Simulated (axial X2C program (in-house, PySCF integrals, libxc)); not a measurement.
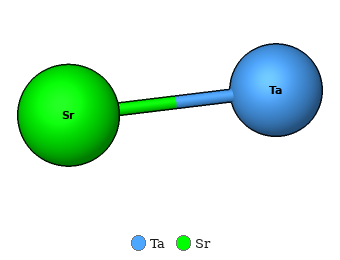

Figure 1. The molecule at the reference distance of 3.052 Å.

Relativistic diatomic calculation for TaSr

System: TaSr, single determinant with Ω = 1/2. The distance is the PBE0 minimum at charge 0.
Method: expectation values, HF and Kohn-Sham, two-component X2C with atomic mean-field Coulomb and Gaunt terms, Ta dyall-cv3z, Sr dyall-cv3z (cores contracted) (axial X2C program (in-house, PySCF integrals, libxc)).

## Log
```
two-component X2C + atomic mean field  PBE0
basis functions 318  fitting functions 1588  grid points 5804
iter        total energy     max residual
   1     -18781.268823547     4.56e-05
   2     -18781.268823552     1.15e-05
   3     -18781.268823554     3.23e-05
   4     -18781.268823555     9.55e-06
converged
one-electron -26759.73340186  Coulomb 7938.32426593  exact exchange -104.85403140  xc functional -321.30253947  nuclear repulsion 480.97561700  atomic mean-field constant -14.67873377
```

## Expectation values by level of theory

```tsv
quantity	PBE0	HF	BP86	PBE	B3LYP
effective field for an electron dipole moment (GV/cm)	−11.6	−51.5	−11.3	−11.9	−9.55
field gradient at the first nucleus (a.u.)	−2.72	−0.171	−3.01	−3.06	−2.64
field gradient at the second nucleus (a.u.)	−0.667	−1.04	−0.638	−0.624	−0.720
A∥/gI, first nucleus (MHz)	1040	1610	950	855	945
A∥/gI, second nucleus (MHz)	1790	2180	2040	1850	2080
```

Each column comes from one determinant, in a basis with contracted cores. The levels disagree widely: the effective field runs from −51.5 to −9.55 GV/cm and the field gradient at the first nucleus runs from −3.06 to −0.171 a.u. They may not all have settled in the same state, and these values aren't reliable properties of the molecule.

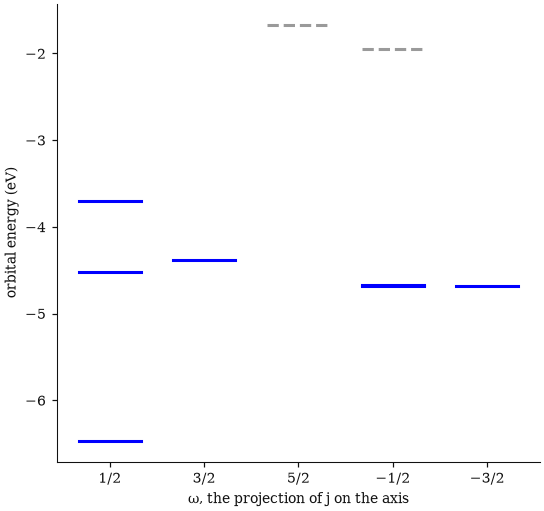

Figure 2. Orbital energies (PBE0) near the frontier at 3.05 Å, filled (solid) and empty (dashed). The highest filled spinor (1/2; 46 % Sr s, 19 % Ta p) lies at −3.70 eV, the lowest empty one (−1/2; 39 % Sr s, 25 % Sr p) at −1.95 eV.

## The input
```
{"zs": [73, 38], "q": 0, "bas": ["dyall-cv3z", "dyall-cv3z"], "r0": 3.31, "levels": ["PBE0", "HF", "BP86", "PBE", "B3LYP"], "nst": 2}
```

The line is the task of a batch: nuclear charges, charge, bases, the levels to run, a first guess of the distance and further settings. This report covers the levels named above. The log is that of the reference distance, started from orbitals converged before.

The run was one of a batch that the task file lists, launched with:
```bash
python <driver script> task.json out
```

## Key numbers

```
   quantity                                                                 value
    outcome                       converged; the levels of theory disagree widely
   hardware  1 thread of Arm Neoverse N1, 54 GiB of memory available, shared host
  wall time                                                                  27 s
peak memory                                                              0.87 GiB
```
